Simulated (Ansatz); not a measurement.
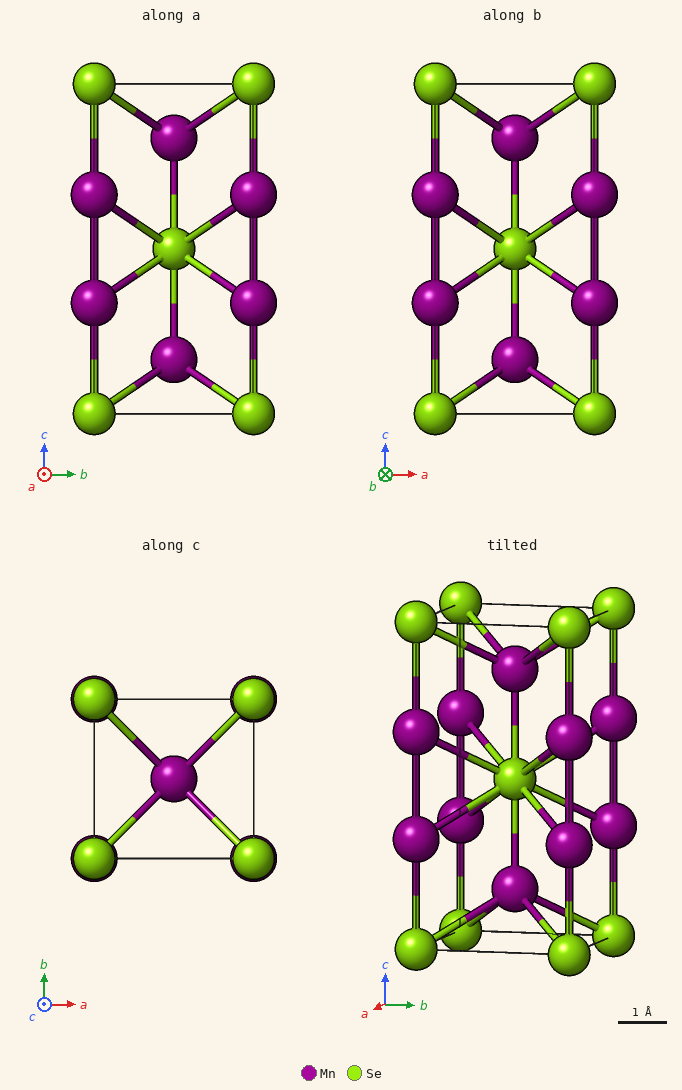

The figure gives a ball-and-stick picture of the atoms, viewed along the a axis, along the b axis, along the c axis and slightly off an axis. The frame is the conventional unit cell; atoms at its boundary are shown with their periodic copies.

Lattice parameters: a = 3.3406 Å, b = 3.3406 Å, c = 6.9146 Å, α = 90.000°, β = 90.000°, γ = 90.000°.

Convert the drawing into a CIF with its space group and independent sites, with free fractional coordinates to two decimals.

```cif
data_structure
_symmetry_space_group_name_H-M 'I 4/m m m'
_symmetry_Int_Tables_number 139
_cell_length_a 3.3406
_cell_length_b 3.3406
_cell_length_c 6.9146
_cell_angle_alpha 90.000
_cell_angle_beta 90.000
_cell_angle_gamma 90.000
_cell_volume 77.16
loop_
_atom_site_label
_atom_site_type_symbol
_atom_site_symmetry_multiplicity
_atom_site_Wyckoff_symbol
_atom_site_fract_x
_atom_site_fract_y
_atom_site_fract_z
_atom_site_occupancy
Mn1 Mn 4 e 0.50 0.50 0.16 1
Se1 Se 2 a 0.00 0.00 0.00 1
```

It derives from a textbook structure type filled with these elements (whether it is the usual form wasn't checked). What is shown is the relaxed result from Ansatz, DFT PBE, scalar-relativistic, plane waves, PAW.
